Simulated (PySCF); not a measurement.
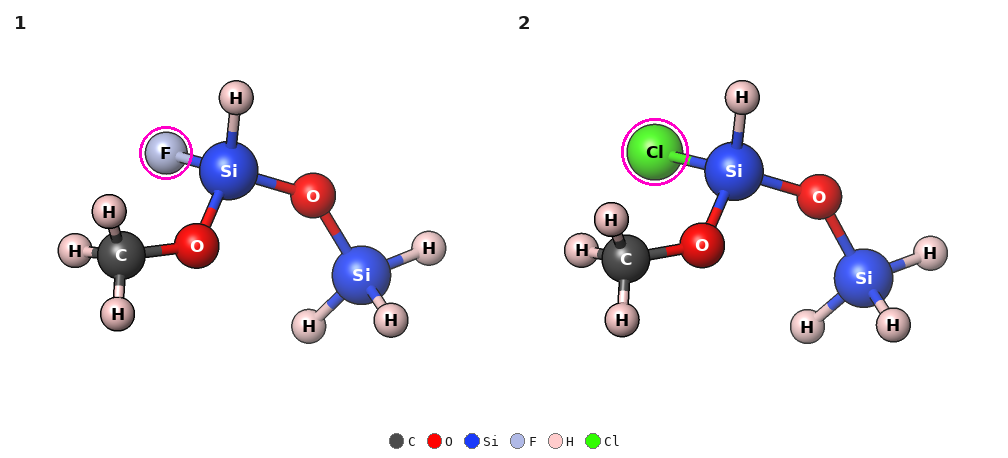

2 molecules with one skeleton, seen from the same side and at one scale; the atom that differs is circled. Each species is neutral and a spin singlet. Computed geometries: PBE0-D3(BJ)/def2-SVP optimisations, one conformation each. Properties computed with PySCF 2.14.0.

One atom differs, called X below: F in panel 1, Cl in panel 2. Their formulas are CH7FO2Si2 (`CO[Si@H](F)O[SiH3]`), CH7ClO2Si2 (`CO[Si@H](Cl)O[SiH3]`).

In which is the length of X–Si larger (PBE0-D3(BJ)/def2-SVP)?

In panel 2 (X = Cl).

In which is the Hirshfeld charge of X higher (PBE0/6-31G)?

In panel 2 (X = Cl).

Give the values. With PBE0-D3(BJ)/def2-SVP: length of X–Si (Å), angle X–Si–H (°). With CAM-B3LYP/pcSseg-1: dipole moment (D), HOMO energy (Kohn–Sham orbital) (eV), HOMO–LUMO gap (eV), GIAO shielding of the Si bonded to X (ppm). With PBE0/6-31G: Hirshfeld charge of X (e).

| quantity | 1 (F) | 2 (Cl) | 2 − 1 |
| --- | --- | --- | --- |
| length of X–Si (Å) | 1.618 | 2.067 | +0.449 |
| angle X–Si–H (°) | 107.0 | 108.1 | +1.1 |
| dipole moment (D) | 1.59 | 1.66 | +0.07 |
| HOMO energy (Kohn–Sham orbital) (eV) | −10.16 | −10.15 | +0.01 |
| HOMO–LUMO gap (eV) | 11.59 | 11.52 | −0.07 |
| GIAO shielding of the Si bonded to X (ppm) | 406.7 | 383.4 | −23.3 |
| Hirshfeld charge of X (e) | −0.23 | −0.16 | +0.07 |
